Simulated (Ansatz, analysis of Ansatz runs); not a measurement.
# Migration in MgH2 (Pbcn): V_H hop (2.6 Å), charge +1, part 2 of 4

Aim: the barrier of one jump in MgH2 (Pbcn) at charge +1: V_H hop (2.6 Å). The model is a cell of 48 host atoms with 1 H taken out; H is the atom that moves.

Ansatz 0.2.0; plane-wave PAW DFT, PBEsol; nudged elastic band between two relaxed defect structures at fixed charge in a uniform background.

So far: Set-up; Relaxation of the start point, charge +1.

**3. Relaxation of the end point, charge +1**

Level of this step: plane-wave PAW DFT, PBEsol; relaxation of all atoms of a defect supercell at fixed charge in a uniform background (Ansatz).

The end point is relaxed in the same cell and settings, so that the two energies compare. Atoms more than 3.2 Å from the middle of the hop start where the first relaxation left them, the nearer ones on or close to their ideal places, with small random displacements.

qp1_c48k1.end/input.yaml

```yaml
crystal:
  lattice:
    - [-4.47603151, 5.39366888, 4.89464524]
    - [4.47603151, -5.39366888, 4.89464524]
    - [4.47603151, 5.39366888, -4.89464524]
  atoms:
    - { symbol: Mg, position: [0.28979071, 0.12631856, 0.66361774] }
    - { symbol: Mg, position: [0.28971277, 0.62791289, 0.1768822] }
[... 3 atom lines left out ...]
    - { symbol: Mg, position: [0.45976594, 0.625, 0.83476594] }
[... 2 atom lines left out ...]
    - { symbol: Mg, position: [0.20976594, 0.375, 0.33476594] }
    - { symbol: Mg, position: [0.20976594, 0.875, 0.83476594] }
[... 2 atom lines left out ...]
    - { symbol: Mg, position: [0.04023406, 0.375, 0.66523406] }
[... 2 atom lines left out ...]
    - { symbol: Mg, position: [0.54023406, 0.875, 0.66523406] }
[... 1 atom line left out ...]
    - { symbol: H, position: [0.15751373, 0.57554806, 0.31196153] }
[... 5 atom lines left out ...]
    - { symbol: H, position: [0.59248627, 0.9044478, 0.91803433] }
    - { symbol: H, position: [0.26358653, 0.3455522, 0.68803847] }
[... 6 atom lines left out ...]
    - { symbol: H, position: [0.98641347, 0.67445194, 0.58196567] }
    - { symbol: H, position: [0.01358653, 0.32554806, 0.41803433] }
[... 4 atom lines left out ...]
    - { symbol: H, position: [0.405441, 0.59606, 0.581688] }
[... 6 atom lines left out ...]
    - { symbol: H, position: [0.34248627, 0.92445194, 0.68803847] }
[... 1 atom line left out ...]
    - { symbol: H, position: [0.82888623, 0.90883577, 0.17160336] }
total_charge: 1
basis:
  ecutwfc: 420
  xc_grid: 2
hamiltonian:
  xc: pbesol
kpoints:
  mp_grid: { grid: [1, 1, 1] }
scf:
  occupations: { method: fixed }
  max_iter: 150
output:
  forces: true
relax:
  f_tol: 0.02
  max_steps: 70
  random_displacement: { amplitude: 0.01, seed: 9898 }
```

The run is started by

```
$ ansatz run input.yaml --threads 4 --pin off --max-ram 14131MiB --backend cpu --events-out ev --progress --plain --runs-dir out
```

Numbers of over 12 decimals in the logs are rounded to 6 here.

Log:

```text
[...]
Crystal: 47 atoms, lattice volume = 472.671 Å³
Basis set: ecut = 420 eV, 9249 PW (Γ), exchange–correlation on 120×120×120 points (8 copies of the dense FFT grid, shifted against one another)
Bands: 142, of which v1, the nominal top of the filled ones, is band 95 counted from 1 (94 counted from 0)
Symmetry: 1 space group operations
k-points: 1
[...]
SCF iter   1: F=—  HF=-31087.467322 eV  |F-HF|=—  |Δ(HF+E_count)|=         —  Δρ=1.16e-2  dr2=7.89e-1  ethr=1.77e-3  ⟨swp⟩=5.0  Hψ=411  notcnv=0  defer=45
[...]
SCF iter   6: F=-31087.140328 eV  HF=-31087.140327 eV  |F-HF|=1.10e-7  |Δ(HF+E_count)|=   4.67e-6  Δρ=7.29e-6  dr2=3.26e-7  ethr=4.85e-9  ⟨swp⟩=2.0  Hψ=404  notcnv=0
SCF 1 converged in 6 iterations: F = -31087.140328 eV  dr2 = 3.26e-7
[...]
--- Relaxed structure (5 steps of the walk, 5 accepted, 0 SCFs on fresh bases) ---
  F+E_penalty+E_count = -31088.06487835 eV   max|allowed force component| = 5.963e-3 eV/Å
  atoms:
    - { symbol: Mg, position: [0.294205, 0.134126, 0.659948] }
    - { symbol: Mg, position: [0.281916, 0.619427, 0.162374] }
[...]
- { symbol: Mg, position: [0.491615, 0.624444, 0.842751] }
[...]
- { symbol: Mg, position: [0.210473, 0.373475, 0.335292] }
    - { symbol: Mg, position: [0.209077, 0.913766, 0.843406] }
[...]
- { symbol: Mg, position: [0.013582, 0.331924, 0.638523] }
[...]
- { symbol: Mg, position: [0.532654, 0.870217, 0.663729] }
[...]
- { symbol: H, position: [0.580601, 0.900360, 0.919567] }
    - { symbol: H, position: [0.262961, 0.363751, 0.694926] }
    [... 7 atoms left out ...]
    - { symbol: H, position: [0.011318, 0.324319, 0.415987] }
    [... 4 atoms left out ...]
    - { symbol: H, position: [0.396365, 0.595440, 0.593002] }
    [... 6 atoms left out ...]
    - { symbol: H, position: [0.343003, 0.935439, 0.694180] }
    [... 2 atoms left out ...]
[key lines of the parts left out:]
SCF converged after 5 iterations
Free energy (F): -31088.064878 eV
Fermi energy:    2.397779 eV
```

The job ended after 4.4 s (4 threads of Arm Neoverse V2, shared host; peak memory 0.51 GiB).

The steps of the relaxation:

| step | energy less that of the first step (eV) | largest force component (eV/Å) |
| --- | --- | --- |
| 1 | 0.0000 | 1.1161 |
| 2 | -0.7333 | 0.2098 |
| 3 | -0.9096 | 0.0985 |
| 4 | -0.9214 | 0.0347 |
| 5 | -0.9245 | 0.0060 |

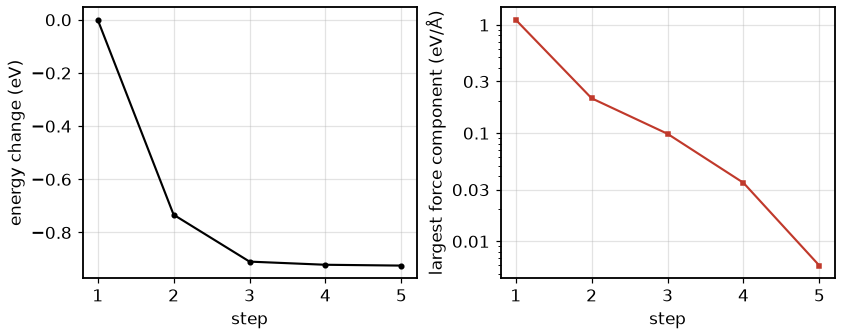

Energy and largest force along the relaxation.

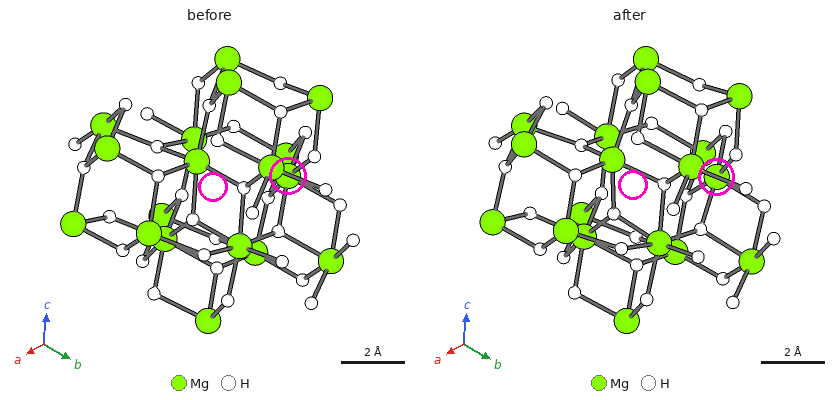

Before and after: the atoms that start within 5 Å of the centre. Mg10, which moves most, is ringed if it is among them. A ring with no atom in it marks the middle of the ideal hop.

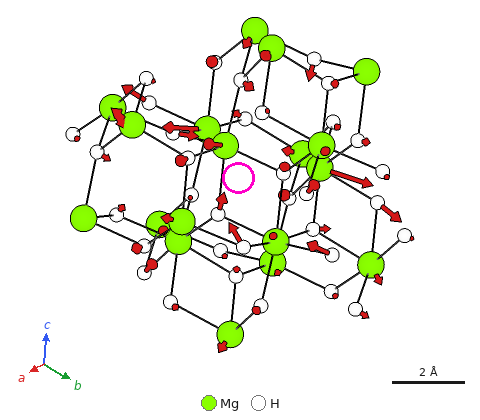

Displacements in the relaxation from the typed sites near the centre, exaggerated; the longest in the cell stands for 0.31 Å. A ring marks the middle of the ideal hop wherever no atom is near it.

The atoms that moved most (Å, from the sites as typed, ahead of the random displacement):

| atom | dx | dy | dz | length |
| --- | --- | --- | --- | --- |
| Mg10 | 0.215 | -0.166 | 0.144 | 0.307 |
| Mg13 | -0.193 | -0.056 | -0.211 | 0.292 |
| Mg6 | -0.110 | 0.218 | 0.114 | 0.269 |
| H39 | -0.084 | -0.027 | -0.194 | 0.213 |
| H42 | -0.085 | 0.022 | -0.194 | 0.213 |
| H17 | 0.075 | -0.148 | 0.081 | 0.184 |
| H31 | 0.075 | 0.145 | 0.084 | 0.183 |
| H20 | -0.075 | 0.125 | 0.100 | 0.176 |

Neighbours of H38 at the end:

| atom | distance (Å) |
| --- | --- |
| Mg9 | 1.923 |
| Mg16 | 1.946 |
| Mg6 | 1.989 |
| H24 | 2.424 |
| H25 | 2.528 |
| H18 | 2.665 |
| H28 | 2.738 |
| H33 | 2.836 |
| H20 | 2.851 |
| H45 | 2.865 |

Read from the output:

- free energy: -31088.0649 eV
- r.m.s. move of the farther half of the atoms: 0.08056 Å
- largest move from the ideal geometry of this structure, a common shift of the far atoms taken out: 0.3005 Å

The relaxation gained 0.925 eV and ended with a largest force component of 0.0060 eV/Å. The end lies within 1 meV of the start.

(Part 2 of 4 ends here.)

[Logs are printed without paths, hosts, clocks, repeated set-up lines and the standing remarks that a program may print on its own settings, such as how far it seeks lower states.]

[Hosts, paths, dates, database ids (printed as entryN), source tags and the programs' standing remarks are cut or masked in the printed files.]
